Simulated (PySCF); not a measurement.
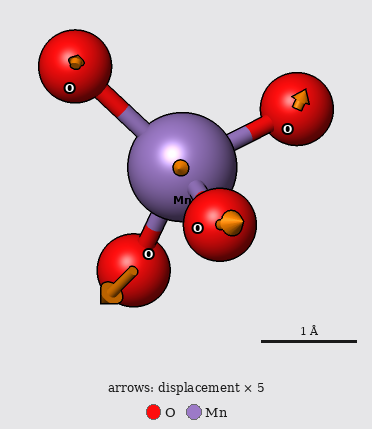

A relaxation of MnO4 (charge −1). The starting structure is drawn; orange arrows show the displacements, magnified 5 times. The two geometries are superimposed by the best rigid fit.

A ball-and-stick model, seen at a tilt.

The start comes from GFN2-xTB. Its atoms were then displaced at random by about 0.03 Å.

Method: PBE0-D3(BJ)/def2-SVP geometry optimisation, gas phase (PySCF). 

### Which element moves most?

Oxygen: up to 0.14 Å, against 0.03 Å for manganese.

### What did the optimiser do to the structure, and how much energy did it gain?

Over 8 geometry steps the energy falls by 0.991 eV. An O atom moves most after the best rigid fit: 0.14 Å. By element the largest moves are O 0.14 Å, Mn 0.03 Å. Some distances before and after: Mn–O 1.426 → 1.574 Å, Mn–O 1.520 → 1.574 Å. Bond angles that change, for instance: O–Mn–O 105.3° → 109.4°, O–Mn–O 112.4° → 109.4°, O–Mn–O 107.1° → 109.6°. The run took 22 s on 1 thread of Arm Neoverse V2, on a shared host.

Limits of the set-up: the basis has no diffuse functions, which an anion needs.
